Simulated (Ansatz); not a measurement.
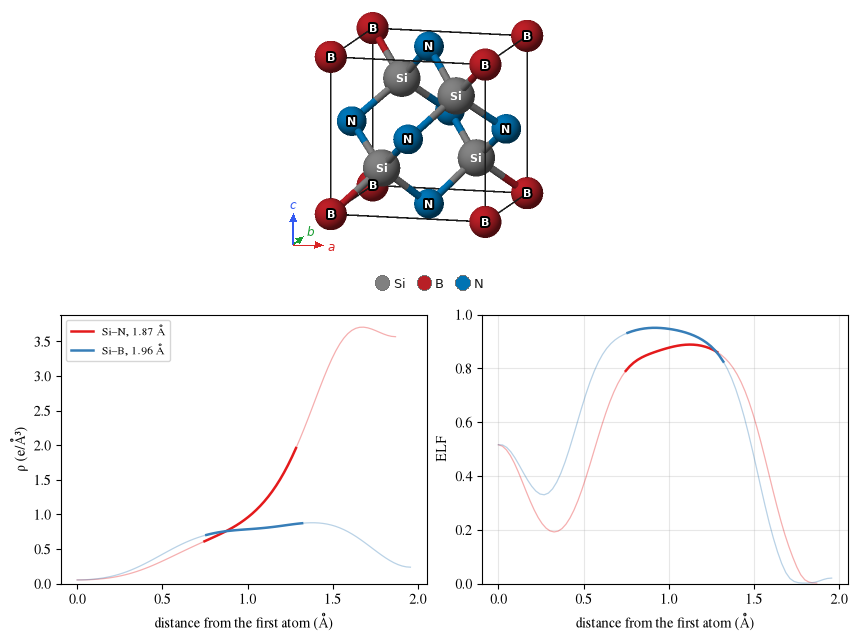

Figure 1: Si₄BN₃. Valence charge density (pseudo) and ELF along straight lines between neighbouring atoms. Thin, pale parts lie inside the atomic spheres. The structure is drawn too.

Space group P-43m; a generated structure, not necessarily the stable one.

Theory: DFT PBE, scalar-relativistic, plane waves, PAW in Ansatz 0.2.0.

Core electrons are frozen (PAW), and the valence fields are smoothed inside the atomic spheres.

**Compare the contacts.**

Si–N (1.87 Å): the density is about 0.84 e/Å³ at the midpoint; the ELF peaks at about 0.90 between the atoms.
Si–B (1.96 Å): ρ is about 0.78 e/Å³ halfway; the ELF peaks at about 0.95 between the atoms.
